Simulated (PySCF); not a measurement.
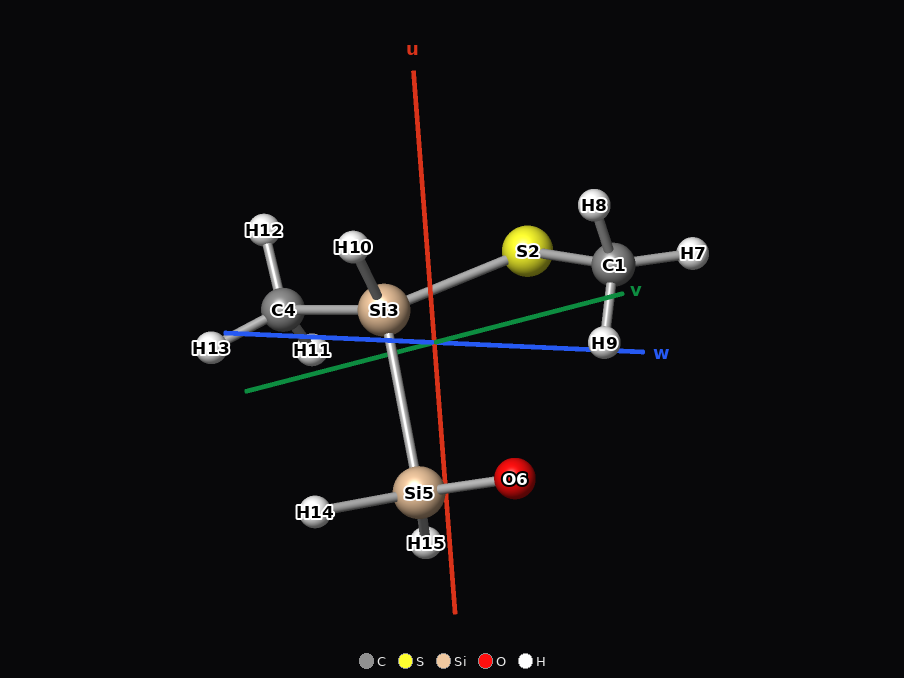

The lines u, v and w are the principal axes of the g tensor. State: neutral, doublet. Computed geometry: GFN2-xTB optimisation. No frequency run is at hand to confirm it as a minimum. Level of theory: UKS B3LYP, pcH-1 on C H O S Si, non-relativistic, mean-field spin-orbit, GIAO (PySCF 2.14.0).

Question: Along which axis does g lie farthest from the free-electron value?

Answer: Along v: the shift is 17547 ppm.

Give the principal values and shifts.

| axis | g | shift (ppm) |
| --- | --- | --- |
| u | 2.00235 | 33 |
| v | 2.01987 | 17547 |
| w | 2.01161 | 9294 |

The geometry is semi-empirical. Around Si such bond lengths and angles can be off by a tenth of an ångström or more and by several degrees, and values that hang on the shape move with them.
